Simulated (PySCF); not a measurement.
SMILES F[Si](/C=C\[Si](Cl)(Cl)Cl)(F)F at its GFN2-xTB optimised geometry (Å):

```
12

F     -2.7582     0.2935    -0.0185
Si    -2.5312    -1.0084     0.8562
F     -3.8302    -1.1222     1.7592
F     -2.6495    -2.2072    -0.1748
C     -0.9946    -1.0297     1.9109
C      0.2128    -0.5514     1.6067
Si     0.7380     0.3099     0.0000
Cl     2.7582     0.3099     0.0000
Cl     0.0717    -0.6832    -1.6198
Cl     0.0620     2.2072     0.0000
H     -1.1251    -1.4882     2.8860
H      0.9931    -0.6503     2.3537
```

Computed with CAM-B3LYP/def2-TZVP (PySCF 2.14.0). Cells within 0.4 Å of a nucleus heavier than hydrogen are left out (blank, or x).

Map of the electrostatic potential (hartree/e), clipped to [-0.08, 0.12] on the plane z = 1.5 Å:

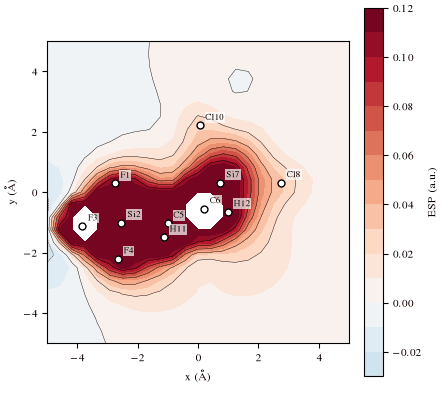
*Electrostatic potential (hartree/e), clipped to [-0.08, 0.12] on the plane z = 1.5 Å.*
